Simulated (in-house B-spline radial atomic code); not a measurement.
# Dy⁸⁺: excited configurations

Wanted: excitation energies of Dy⁸⁺ as differences of total energies (ΔSCF).

Program: in-house B-spline radial atomic code version 1. Level of theory: Dirac-Hartree-Fock, average of configuration, Fermi nucleus, basis-set limit. These are calculated values, not measurements, unless marked.

## (1) Starting point

| Item | Value |
| --- | --- |
| element | dysprosium (Z = 66) |
| charge | +8 |
| electrons | 58 |
| configuration | [Kr] 4d10 4f8 5s2 5p2 |
| Hamiltonian | Dirac-Coulomb |
| nucleus | Fermi, rms radius 5.222 fm |

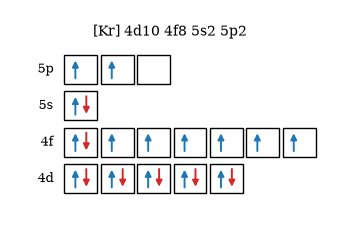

Occupation of the outer shells (arrows by Hund's rule).

The boxes draw the filling by Hund's rule, which heavy ions in jj coupling don't follow; these runs average over all states of the configuration.

Input settings:

```ini
Z = 66
electrons = 58.0
configuration = [Kr] 4d10 4f8 5s2 5p2
hamiltonian = dirac
method = hf
spin_polarised = False
nucleus = fermi
rms_radius = 5.2218
mass_number = 164
atomic_mass = 163.929180819
speed_of_light = 137.035999084
```

The reference is known from an earlier run: -12144.137212 hartree in all. Up to eight levels, counted from the top:

| orbital | occupation | energy (eV) | <r> (bohr) |
| --- | --- | --- | --- |
| 4p3/2 | 4 | -445.32 | 0.5681 |
| 4d3/2 | 4 | -308.37 | 0.5972 |
| 4d5/2 | 6 | -301.23 | 0.6074 |
| 5s1/2 | 2 | -167.96 | 1.199 |
| 5p1/2 | 0.666667 | -144.36 | 1.285 |
| 4f5/2 | 3.42857 | -140.48 | 0.7077 |
| 4f7/2 | 4.57143 | -139.46 | 0.7141 |
| 5p3/2 | 1.33333 | -137.50 | 1.343 |

## (2) [Kr] 4d10 4f8 5s2 5p1 7f1

Input settings:

```ini
Z = 66
electrons = 58.0
configuration = [Kr] 4d10 4f8 5s2 5p1 7f1
hamiltonian = dirac
method = hf
spin_polarised = False
nucleus = fermi
rms_radius = 5.2218
mass_number = 164
atomic_mass = 163.929180819
speed_of_light = 137.035999084
```

## (3) Run with [Kr] 4d9 4f8 5s2 5p2 6g1

Settings: those of step 2 with these lines changed.

```diff
@@ -2,3 +2,3 @@
 electrons = 58.0
-configuration = [Kr] 4d10 4f8 5s2 5p1 7f1
+configuration = [Kr] 4d9 4f8 5s2 5p2 6g1
 hamiltonian = dirac
```

## (4) Run with [Kr] 4d10 4f8 5s2 5p1 7p1

Settings: those of step 3 with these lines changed.

```diff
@@ -2,3 +2,3 @@
 electrons = 58.0
-configuration = [Kr] 4d9 4f8 5s2 5p2 6g1
+configuration = [Kr] 4d10 4f8 5s2 5p1 7p1
 hamiltonian = dirac
```

## (5) Run with [Kr] 4d10 4f8 5s2 5p1 8p1

Settings: those of step 4 with these lines changed.

```diff
@@ -2,3 +2,3 @@
 electrons = 58.0
-configuration = [Kr] 4d10 4f8 5s2 5p1 7p1
+configuration = [Kr] 4d10 4f8 5s2 5p1 8p1
 hamiltonian = dirac
```

## (6) Run with [Kr] 4d9 4f8 5s2 5p2 6d1

Settings: those of step 5 with these lines changed.

```diff
@@ -2,3 +2,3 @@
 electrons = 58.0
-configuration = [Kr] 4d10 4f8 5s2 5p1 8p1
+configuration = [Kr] 4d9 4f8 5s2 5p2 6d1
 hamiltonian = dirac
```

## (7) Configuration [Kr] 4d10 4f7 5s2 5p2 6d1

Settings: those of step 6 with these lines changed.

```diff
@@ -2,3 +2,3 @@
 electrons = 58.0
-configuration = [Kr] 4d9 4f8 5s2 5p2 6d1
+configuration = [Kr] 4d10 4f7 5s2 5p2 6d1
 hamiltonian = dirac
```

How far above the reference does each configuration lie (order and size, in eV)?

As calculated:

| net move | configuration | energy above the reference (eV) | with Breit, QED, recoil (eV) | largest <r> (bohr) |
| --- | --- | --- | --- | --- |
| 4f → 6d | [Kr] 4d10 4f7 5s2 5p2 6d1 | 78.732 | 78.865 | 2.97 |
| 5p → 7p | [Kr] 4d10 4f8 5s2 5p1 7p1 | 94.252 | 94.148 | 4.06 |
| 5p → 8p | [Kr] 4d10 4f8 5s2 5p1 8p1 | 108.31 | 108.20 | 5.89 |
| 5p → 7f | [Kr] 4d10 4f8 5s2 5p1 7f1 | 110.54 | 110.41 | 5.73 |
| 4d → 6d | [Kr] 4d9 4f8 5s2 5p2 6d1 | 241.61 | 241.48 | 2.96 |
| 4d → 6g | [Kr] 4d9 4f8 5s2 5p2 6g1 | 267.71 | 267.57 | 4.71 |

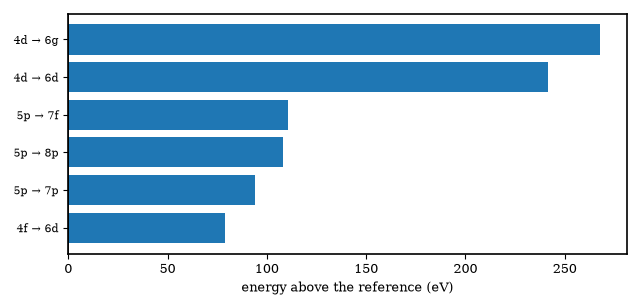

Energy of each configuration above the reference.

Quantum defects of the promoted electron, δ = n − ζ/√(−2ε) with ζ = 9 and ε its orbital energy in hartree:

| promotion | δ |
| --- | --- |
| 4f → 6d | 1.615 |
| 5p → 7p | 2.135 |
| 5p → 8p | 2.086 |
| 5p → 7f | 0.816 |
| 4d → 6d | 1.617 |
| 4d → 6g | 0.062 |

The lowest of them is 4f → 6d at 78.732 eV and the highest 4d → 6g at 267.71 eV. Koopmans' estimate of the ionisation threshold is 137.50 eV; 2 configurations exceed it by over 2 % and could autoionise. Of those tabulated, the defect is largest for 7p (2.14) and least for 6g (0.06): low angular momentum penetrates the core, high angular momentum stays outside it. Two partly filled shells share a symmetry and can mix in the average, which may lower the energy, for: 5p → 7p; 5p → 8p; 5p → 7f; 4d → 6d. These are averages over configurations, without correlation, not spectroscopic levels.
